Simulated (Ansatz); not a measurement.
# Geometry relaxation of C₂H₈AlNO₂ (part 2 of 3)

C₂H₈AlNO₂, SMILES C[C](N)(O)[AlH][OH]; RKS BHLYP-D4/6-31G (Ansatz 0.2.0). It belongs to a series of runs on one base structure; here: end point A relaxed.

Geometry of the input (Å):
```
C  -0.4625  -0.9149  1.2795
C  0.2703  -0.3183  0.0761
N  1.6335  -0.0863  0.4624
O  0.2848  -1.2336  -0.9809
Al -0.5664  1.4312  -0.5040
O  -1.2495  1.6404  -2.1805
H  -0.0535  -1.8401  1.5934
H  -1.5352  -1.0205  0.9826
H  -0.4643  -0.1488  2.1688
H  2.1117  -1.0102  0.7127
H  2.1840  0.3145  -0.3116
H  0.7493  -0.8629  -1.7196
H  -0.6982  2.6783  0.5320
H  -2.2171  1.3418  -2.0821
```

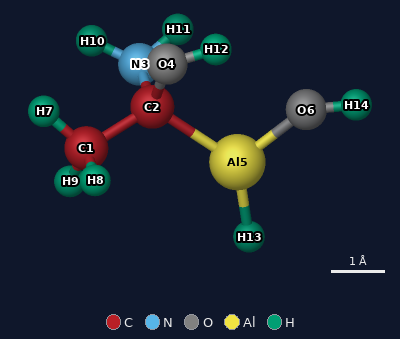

Fig. 1: The geometry at step 11 of the log (ball-and-stick view, seen on its broad side; atoms are numbered from 1 in the order of the input).

**Trajectory as extended XYZ, continued**
```
14
Properties=species:S:1:pos:R:3:forces:R:3 step=3 energy=-14378.35560
C    -0.4448   -0.8653    1.2569    0.1431  -0.3815  -0.1304
C     0.2960   -0.2793    0.0648    0.1821   0.1597   0.2199
N     1.6803   -0.0569    0.4497   -0.2699  -0.3130  -0.3835
O     0.1195   -1.3053   -0.9650    0.3414   0.2765  -0.6386
Al   -0.5717    1.4647   -0.3996   -0.0414  -0.0803  -0.7600
O    -1.1719    1.6188   -2.0620   -1.3576  -0.6197   0.7036
H     0.0198   -1.8143    1.5429   -0.0191   0.1060  -0.0913
H    -1.4776   -1.0898    1.0157   -0.0641   0.0387  -0.0523
H    -0.3987   -0.2077    2.1042   -0.0130   0.3001   0.3382
H     2.1193   -0.8738    0.8523   -0.0398   0.0813   0.0946
H     2.2684    0.3354   -0.2663   -0.0231   0.0685   0.0378
H     0.4344   -0.9992   -1.8401   -0.2705  -0.1749   0.6314
H    -0.7941    2.6637    0.6064   -0.0073   0.0466   0.0745
H    -2.0921    1.3795   -2.3310    1.4392   0.4919  -0.0438
14
Properties=species:S:1:pos:R:3:forces:R:3 step=4 energy=-14378.47966
C    -0.4262   -0.8723    1.2877    0.3200  -0.4775  -0.1320
C     0.2826   -0.2835    0.0794    0.2314   0.0908  -0.0941
N     1.6741   -0.0569    0.4124   -0.4330  -0.1179  -0.1015
O     0.0847   -1.3078   -0.9612    0.1288   0.2090  -0.1876
Al   -0.6172    1.4312   -0.3829    0.2402   0.0504  -0.2920
O    -1.1132    1.5830   -2.0405   -1.3103  -0.3833   0.0158
H     0.0593   -1.8203    1.5446   -0.0810   0.1246   0.0103
H    -1.4589   -1.1089    1.0636   -0.1037   0.0510  -0.0195
H    -0.3655   -0.2168    2.1405   -0.0141   0.1949   0.2139
H     2.1249   -0.8314    0.8708    0.0385  -0.0314   0.0319
H     2.2523    0.3415   -0.3036   -0.0136   0.0244  -0.0357
H     0.3217   -0.9763   -1.8443   -0.1089  -0.0576   0.3924
H    -0.8492    2.6274    0.6298   -0.0734   0.0094   0.0427
H    -1.9827    1.4618   -2.4676    1.1792   0.3133   0.1554
14
Properties=species:S:1:pos:R:3:forces:R:3 step=5 energy=-14378.59957
C    -0.4027   -0.8844    1.3097    0.1102  -0.1990  -0.0113
C     0.2844   -0.2892    0.0914    0.0031  -0.0560  -0.0067
N     1.6707   -0.0645    0.3980   -0.1141   0.0096   0.0005
O     0.0739   -1.3101   -0.9454    0.0963   0.1572  -0.1396
Al   -0.6330    1.4106   -0.3753   -0.0920   0.1040  -0.4798
O    -1.1419    1.5223   -2.0204   -0.3340  -0.1887   0.3359
H     0.0801   -1.8338    1.5588   -0.0488   0.0925  -0.0113
H    -1.4442   -1.1078    1.1002   -0.0063   0.0219   0.0134
H    -0.3294   -0.2255    2.1656   -0.0053   0.0659   0.0817
H     2.1336   -0.8267    0.8639    0.0315  -0.0375   0.0022
H     2.2353    0.3358   -0.3263    0.0404   0.0232  -0.0373
H     0.2719   -0.9487   -1.8217   -0.0908  -0.1030   0.1307
H    -0.9128    2.6061    0.6299   -0.0380  -0.0033   0.0224
H    -1.8990    1.5866   -2.5995    0.4479   0.1132   0.0991
14
Properties=species:S:1:pos:R:3:forces:R:3 step=6 energy=-14378.66678
C    -0.3871   -0.8902    1.3265    0.0550  -0.0995   0.0096
C     0.2764   -0.2895    0.0976   -0.0348  -0.1091   0.0399
N     1.6645   -0.0561    0.3818    0.0131   0.0547   0.0351
O     0.0614   -1.3099   -0.9371    0.0787   0.1454  -0.0537
Al   -0.6574    1.3986   -0.3593    0.0331  -0.0245   0.1213
O    -1.1489    1.4095   -1.9797   -0.4161   0.1328  -0.5413
H     0.0967   -1.8397    1.5612   -0.0148   0.0155   0.0146
H    -1.4336   -1.1068    1.1346   -0.0035  -0.0041   0.0151
H    -0.3000   -0.2350    2.1861    0.0135   0.0351   0.0319
H     2.1439   -0.8204    0.8290    0.0075  -0.0190  -0.0152
H     2.2139    0.3581   -0.3475    0.0104  -0.0119  -0.0237
H     0.1810   -0.9293   -1.8175   -0.0947  -0.0567   0.0595
H    -0.9824    2.5977    0.6288   -0.0251   0.0104  -0.0033
H    -1.7415    1.6836   -2.6756    0.3778  -0.0689   0.3104
14
Properties=species:S:1:pos:R:3:forces:R:3 step=7 energy=-14378.69940
C    -0.3592   -0.8931    1.3560    0.0929  -0.0365   0.0556
C     0.2727   -0.2841    0.1148   -0.0194  -0.0575   0.0345
N     1.6725   -0.0449    0.3663   -0.1422   0.0576  -0.0055
O     0.0505   -1.3017   -0.9170   -0.0103   0.0711  -0.1376
Al   -0.7071    1.3847   -0.3523    0.1734  -0.1462  -0.0391
O    -1.0776    1.4005   -2.0152   -0.0554   0.0105  -0.0639
H     0.1259   -1.8460    1.5719   -0.0108   0.0067   0.0034
H    -1.4116   -1.1015    1.1907   -0.0071  -0.0158   0.0170
H    -0.2474   -0.2448    2.2187    0.0111   0.0293   0.0187
H     2.1529   -0.8201    0.7954   -0.0032  -0.0052   0.0090
H     2.2012    0.3317   -0.3994   -0.0290   0.0130  -0.0238
H     0.0303   -0.9041   -1.7978   -0.0166  -0.0175   0.0531
H    -1.1474    2.5347    0.6393   -0.0672   0.0822   0.0226
H    -1.5688    1.7592   -2.7424    0.0838   0.0082   0.0559
14
Properties=species:S:1:pos:R:3:forces:R:3 step=8 energy=-14378.71503
C    -0.3296   -0.9203    1.3990   -0.0356  -0.0941  -0.1557
C     0.2450   -0.3068    0.1310   -0.1144   0.1794   0.0287
N     1.6449   -0.0275    0.3471   -0.0264  -0.0400  -0.1133
O     0.0156   -1.2952   -0.9265   -0.0327   0.0987  -0.1522
Al   -0.7175    1.3674   -0.3438   -0.0829   0.0377   0.0424
O    -0.9911    1.3888   -2.0303   -0.2275   0.2917  -0.6534
H     0.1657   -1.8711    1.5981    0.0301   0.0076   0.0128
H    -1.3880   -1.1347    1.2781    0.0261  -0.0012   0.0267
H    -0.1876   -0.2650    2.2533    0.0195  -0.0069  -0.0321
H     2.1511   -0.7975    0.7589    0.0311   0.0452  -0.0041
H     2.1368    0.3445   -0.4477   -0.0146  -0.0402   0.0403
H    -0.0909   -0.8643   -1.7923    0.0496  -0.1003   0.3166
H    -1.2795    2.5247    0.5927    0.0451  -0.0315  -0.0056
H    -1.3880    1.8276   -2.7886    0.3326  -0.3462   0.6490
14
Properties=species:S:1:pos:R:3:forces:R:3 step=9 energy=-14378.73500
C    -0.3131   -0.9562    1.4257   -0.0144   0.0729  -0.1143
C     0.1958   -0.3080    0.1447   -0.1067  -0.1679   0.1119
N     1.5979    0.0025    0.3122    0.0667   0.0513  -0.1240
O    -0.0324   -1.2953   -0.9137   -0.0917   0.0550   0.0038
Al   -0.7596    1.3661   -0.3324    0.0090   0.1417  -0.1630
O    -0.8750    1.3933   -2.0506    0.0296  -0.0985   0.3316
H     0.2239   -1.8898    1.6040   -0.0051   0.0440  -0.0447
H    -1.3717   -1.2008    1.3538    0.1287   0.0294  -0.0167
H    -0.1507   -0.2959    2.2734   -0.0226  -0.0428   0.0038
H     2.1394   -0.7486    0.7175   -0.0490   0.0832  -0.0268
H     2.0546    0.3716   -0.5072   -0.0579  -0.0748   0.0946
H    -0.1773   -0.8548   -1.7639    0.0792  -0.0187   0.0550
H    -1.3361    2.5446    0.5808    0.0299  -0.1193  -0.0940
H    -1.2087    1.8420   -2.8155    0.0044   0.0443  -0.0170
14
Properties=species:S:1:pos:R:3:forces:R:3 step=10 energy=-14378.74632
C    -0.3087   -0.9671    1.4380    0.0590   0.0204  -0.1328
C     0.1678   -0.3079    0.1521   -0.1639  -0.1757   0.1211
N     1.5699    0.0213    0.2826    0.1219   0.0315  -0.0279
O    -0.0729   -1.2979   -0.9004   -0.0352   0.0041   0.1851
Al   -0.7700    1.3735   -0.3179    0.0017   0.0127  -0.0311
O    -0.8417    1.3724   -2.0322   -0.0273   0.1550  -0.1624
H     0.2496   -1.8932    1.5907   -0.0437   0.0356  -0.0003
H    -1.3634   -1.2280    1.3776    0.1226   0.0268  -0.0059
H    -0.1431   -0.3177    2.2933   -0.0134  -0.0149  -0.0234
H     2.1311   -0.7105    0.6965   -0.0506   0.0735  -0.0266
H     2.0054    0.3755   -0.5537   -0.0503  -0.0554   0.0593
H    -0.1758   -0.8575   -1.7524    0.0085   0.0673  -0.1219
H    -1.3552    2.5598    0.5688    0.0175  -0.0598  -0.0498
H    -1.1060    1.8481   -2.8142    0.0532  -0.1210   0.2167
14
Properties=species:S:1:pos:R:3:forces:R:3 step=11 energy=-14378.75754
C    -0.2917   -0.9812    1.4614    0.0244  -0.0151  -0.1562
C     0.1326   -0.3183    0.1632   -0.1632  -0.0841   0.1258
N     1.5343    0.0416    0.2448    0.1412  -0.0323  -0.0614
O    -0.1321   -1.3100   -0.8798    0.0265   0.0385   0.0578
Al   -0.7842    1.3683   -0.3141   -0.0054  -0.0203  -0.0867
O    -0.7596    1.3964   -2.0322    0.0053   0.0831  -0.0379
H     0.2848   -1.8995    1.5971   -0.0430   0.0591   0.0058
H    -1.3414   -1.2590    1.4208    0.0721   0.0074   0.0261
H    -0.1214   -0.3325    2.3160    0.0079   0.0064  -0.0413
H     2.1199   -0.6591    0.6788   -0.0434   0.0775  -0.0356
H     1.9401    0.3596   -0.6216   -0.0516  -0.0432   0.0824
H    -0.1913   -0.8686   -1.7384    0.0058  -0.0194  -0.0288
H    -1.4164    2.5413    0.5446   -0.0079   0.0153   0.0172
H    -0.9868    1.8916   -2.8118    0.0313  -0.0729   0.1328
14
Properties=species:S:1:pos:R:3:forces:R:3 step=12 energy=-14378.76610
C    -0.2745   -0.9934    1.4846    0.0114  -0.0407  -0.0741
C     0.0761   -0.3383    0.1674   -0.0306  -0.1033   0.0468
N     1.4760    0.0665    0.1846    0.0832  -0.0431  -0.1031
O    -0.1957   -1.3495   -0.8529    0.0432   0.1480  -0.1827
Al   -0.8256    1.3526   -0.3045    0.1588   0.0332  -0.2745
O    -0.6404    1.4410   -2.0184   -0.0695   0.0623   0.0696
H     0.3360   -1.8901    1.6149   -0.0314   0.0569  -0.0029
H    -1.3140   -1.3056    1.4884    0.0326   0.0146   0.0230
H    -0.0945   -0.3241    2.3205   -0.0005   0.0062  -0.0122
H     2.0984   -0.5854    0.6464   -0.0974   0.1142  -0.0862
H     1.8415    0.3404   -0.7168   -0.0817  -0.0416   0.1744
H    -0.1979   -0.9274   -1.7287   -0.0114  -0.1333   0.2024
H    -1.4907    2.5165    0.5376   -0.0463   0.0179   0.0354
H    -0.8078    1.9673   -2.7942    0.0398  -0.0915   0.1841
14
Properties=species:S:1:pos:R:3:forces:R:3 step=13 energy=-14378.77301
C    -0.2683   -0.9978    1.4947   -0.0001  -0.0094  -0.0282
C     0.0512   -0.3533    0.1667   -0.0568  -0.0819  -0.0473
N     1.4458    0.0798    0.1541    0.0995  -0.0615  -0.0801
O    -0.2194   -1.3768   -0.8404    0.0595   0.1298  -0.1155
Al   -0.8169    1.3528   -0.3046    0.0350  -0.0091  -0.1968
O    -0.5781    1.4641   -2.0099   -0.0471   0.0767   0.0761
H     0.3549   -1.8849    1.6284   -0.0275   0.0475  -0.0189
H    -1.3049   -1.3199    1.5256    0.0590   0.0268  -0.0026
H    -0.0797   -0.3138    2.3170   -0.0074  -0.0029   0.0024
H     2.0899   -0.5501    0.6176   -0.0939   0.1284  -0.1020
H     1.7872    0.3465   -0.7593   -0.0634  -0.0619   0.1863
H    -0.2190   -0.9679   -1.7211   -0.0084  -0.1073   0.1637
H    -1.5435    2.4835    0.5391    0.0202   0.0110  -0.0002
H    -0.7124    2.0084   -2.7792    0.0314  -0.0861   0.1630
14
Properties=species:S:1:pos:R:3:forces:R:3 step=14 energy=-14378.78371
C    -0.2593   -1.0007    1.5066   -0.0615  -0.0268   0.0238
C     0.0046   -0.3897    0.1539   -0.0382  -0.1094  -0.1235
N     1.3822    0.1101    0.1020    0.0648  -0.0868  -0.0583
O    -0.2364   -1.4515   -0.8183    0.0646   0.1247   0.0585
Al   -0.8339    1.3281   -0.3119    0.0729   0.0783   0.0558
O    -0.4869    1.5098   -1.9849   -0.0620   0.2120  -0.2690
H     0.3917   -1.8651    1.6512   -0.0197   0.0256  -0.0182
H    -1.2865   -1.3479    1.5763    0.0817   0.0241  -0.0040
H    -0.0687   -0.2863    2.3036   -0.0157  -0.0208  -0.0284
H     2.0675   -0.4687    0.5748   -0.1357   0.1482  -0.1010
H     1.6886    0.3609   -0.8274   -0.0276  -0.0431   0.1445
H    -0.2538   -1.0765   -1.7102    0.0099  -0.0536   0.0664
H    -1.5748    2.4472    0.5455    0.0431  -0.0551  -0.0389
H    -0.5472    2.1008   -2.7324    0.0235  -0.2174   0.2923
14
Properties=species:S:1:pos:R:3:forces:R:3 step=15 energy=-14378.79593
C    -0.2629   -1.0058    1.5111   -0.0550  -0.0011   0.0596
C    -0.0475   -0.4364    0.1317   -0.0858  -0.3103  -0.2169
N     1.3049    0.1512    0.0452    0.1499  -0.1802   0.1075
O    -0.2318   -1.5518   -0.7907    0.1173   0.3039   0.2003
Al   -0.8127    1.3180   -0.3093    0.0917   0.0481   0.0026
O    -0.4250    1.5615   -1.9672   -0.0105   0.4922  -0.5654
H     0.4186   -1.8433    1.6743   -0.0207   0.0389  -0.0268
H    -1.2779   -1.3830    1.6149    0.1228   0.0551  -0.0174
H    -0.0799   -0.2552    2.2789   -0.0429  -0.0698  -0.0643
H     2.0357   -0.3502    0.5492   -0.3122   0.2671  -0.2188
H     1.5841    0.3710   -0.9006    0.0344  -0.0530   0.1216
H    -0.2557   -1.2290   -1.7010   -0.0362  -0.0104   0.0559
H    -1.5468    2.4209    0.5770    0.0817  -0.0787  -0.0307
H    -0.4161    2.2025   -2.6846   -0.0345  -0.5018   0.5929
14
Properties=species:S:1:pos:R:3:forces:R:3 step=16 energy=-14378.82549
C    -0.2724   -1.0197    1.5076   -0.0378  -0.0027   0.0716
C    -0.0942   -0.4903    0.1064   -0.2440  -0.5183  -0.2549
N     1.2224    0.2048    0.0060    0.5076  -0.3275   0.3774
O    -0.2060   -1.6446   -0.7744    0.1983   0.5873   0.1498
Al   -0.7666    1.3043   -0.3159    0.2725   0.0876  -0.0417
O    -0.3906    1.5992   -1.9750   -0.0189   0.5519  -0.5564
H     0.4482   -1.8216    1.6950   -0.0641   0.0946  -0.0349
H    -1.2708   -1.4377    1.6292    0.1700   0.0865  -0.0157
H    -0.1206   -0.2336    2.2502   -0.0598  -0.1422  -0.1136
H     1.9915   -0.1874    0.5738   -0.7520   0.4502  -0.5645
H     1.5034    0.3712   -0.9520    0.1141  -0.0906   0.1597
H    -0.2880   -1.3567   -1.6954   -0.0502  -0.0576   0.1948
H    -1.4261    2.4034    0.6307    0.0591  -0.0976  -0.0364
H    -0.3434    2.2792   -2.6574   -0.0949  -0.6216   0.6648
14
Properties=species:S:1:pos:R:3:forces:R:3 step=17 energy=-14378.89004
C    -0.2864   -1.0387    1.4966    0.0293  -0.0691   0.0783
C    -0.1340   -0.5360    0.0827   -0.4342  -0.6266  -0.0965
N     1.1486    0.2570   -0.0170    1.2329  -0.2817   0.5983
O    -0.1594   -1.6994   -0.7760    0.1250   0.8256  -0.1553
Al   -0.6700    1.3131   -0.3089    0.2033   0.0431  -0.1981
O    -0.3883    1.6114   -1.9937   -0.0222   0.3454  -0.2266
H     0.4729   -1.8032    1.7057   -0.1361   0.1509  -0.0418
H    -1.2662   -1.4984    1.6256    0.1971   0.1148  -0.0155
H    -0.1755   -0.2280    2.2224   -0.0661  -0.1865  -0.1332
H     1.9275   -0.0139    0.6335   -1.2069   0.4861  -1.0512
H     1.4702    0.3354   -0.9807    0.1224  -0.1327   0.4028
H    -0.3342   -1.4294   -1.6950   -0.0068  -0.1775   0.4459
H    -1.2775    2.3955    0.6868    0.0639  -0.0817  -0.0251
H    -0.3408    2.3052   -2.6534   -0.1016  -0.4100   0.4179
14
Properties=species:S:1:pos:R:3:forces:R:3 step=18 energy=-14378.96491
C    -0.2997   -1.0653    1.4869    0.1235  -0.0494   0.0735
C    -0.1505   -0.5526    0.0768   -0.2528  -0.1932   0.2164
N     1.1436    0.2925   -0.0117    1.3796  -0.2827   0.4689
O    -0.1254   -1.6797   -0.7942   -0.0527   0.6335  -0.6002
Al   -0.5907    1.3262   -0.3199    0.0908  -0.0136  -0.2170
O    -0.4276    1.5953   -2.0254   -0.0415   0.1837  -0.0231
H     0.4800   -1.8068    1.7071   -0.1634   0.1588  -0.0486
H    -1.2669   -1.5533    1.6012    0.1601   0.1042  -0.0276
H    -0.2301   -0.2550    2.2177   -0.0369  -0.1699  -0.1256
H     1.8864    0.1252    0.7150   -1.2422   0.2702  -1.2278
H     1.5384    0.2597   -0.9604   -0.0790  -0.0779   0.7557
H    -0.4022   -1.4061   -1.6907    0.1339  -0.2970   0.5698
H    -1.1424    2.4043    0.7092    0.0408  -0.0420  -0.0253
H    -0.4261    2.2860   -2.6829   -0.0600  -0.2247   0.2110
```
